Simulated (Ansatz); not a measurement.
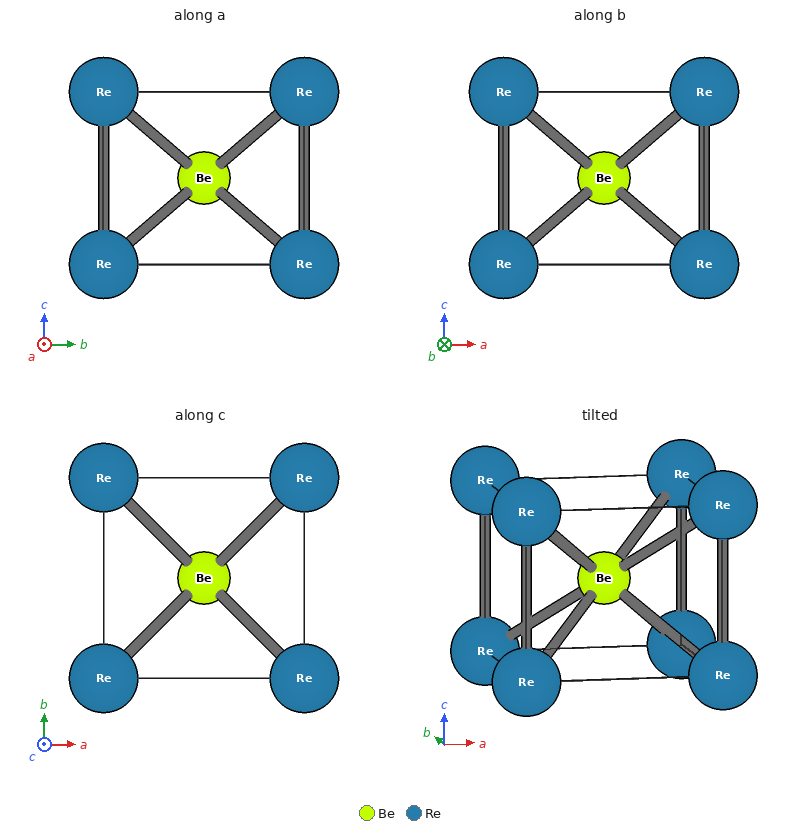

The figure gives a ball-and-stick picture of the atoms, viewed along the a axis, along the b axis, along the c axis and slightly off an axis. The wireframe shows the conventional unit cell.

Lattice parameters: a = 2.992 Å, b = 2.992 Å, c = 2.572 Å, α = 90.00°, β = 90.00°, γ = 90.00°. Put a along x and b in the xy plane.

Convert the drawing into a POSCAR file.

Answer.
```
Be Re
1.0
     2.992    0.000    0.000
     0.000    2.992    0.000
     0.000    0.000    2.572
Be Re
1 1
Direct
  0.5000 0.5000 0.5000
  0.0000 0.0000 0.0000
```

The structure was taken from a random cell made by a generator, so it need not be a real form of the compound. Earlier steps of the study may have refined or changed the cell and positions. A calculation with Ansatz used it as input.
